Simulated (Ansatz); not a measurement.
Bands of a (7,7) blue phosphorus nanotube, along its axis.

Method: PBE (plane waves to 420 eV, PAW; Ansatz, a program for electronic structure). Mesh 1×1×10. No spin polarisation. Isolated but for its images some 11 Å away. A hypothetical model, rolled from the flat sheet. Only distortions within the start's symmetry and period were free.

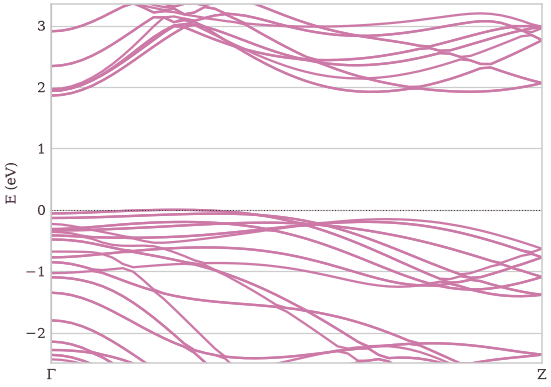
Bands from the zone centre to the zone edge (period 3.29 Å); the dotted line marks the highest filled level

**Question.** Is it a metal or a semiconductor at this level? Give what the bands show.

**Answer.** A semiconductor in PBE.
- PBE gap: 1.86 eV, indirect, from k = 0.125 × 2π/c to Γ
